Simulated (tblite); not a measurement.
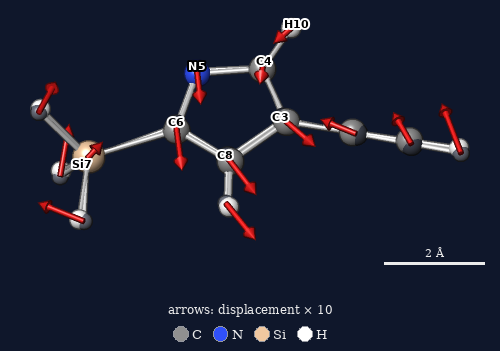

A relaxation of C6H6NSi (charge −1). The starting structure is drawn faded, the final one solid; red arrows show the displacements, 10 times their true length. The two geometries are superimposed by the best rigid fit.

Style: ball-and-stick. Shown at a tilt.

These are results of GFN2-xTB geometry optimisation, gas phase in tblite, not measurements. 

Question: Describe the change and its energy.

Answer: After 47 geometry steps the energy has fallen by 12.7 kcal/mol. An H atom moves most after the best rigid fit: 0.13 Å. Largest moves by element: H 0.13 Å, C 0.11 Å, N 0.08 Å, Si 0.05 Å. Some distances before and after: C–C 1.563 → 1.397 Å, C–Si 1.899 → 1.840 Å, C–C 1.358 → 1.408 Å, C–N 1.344 → 1.371 Å. Bond angles that change, for instance: Si–C–C 122.5° → 128.4°, N–C–Si 125.8° → 121.0°, H–Si–H 108.2° → 104.0°. Cost: 0.3 s on 1 thread of Arm Neoverse V1, on a shared host.
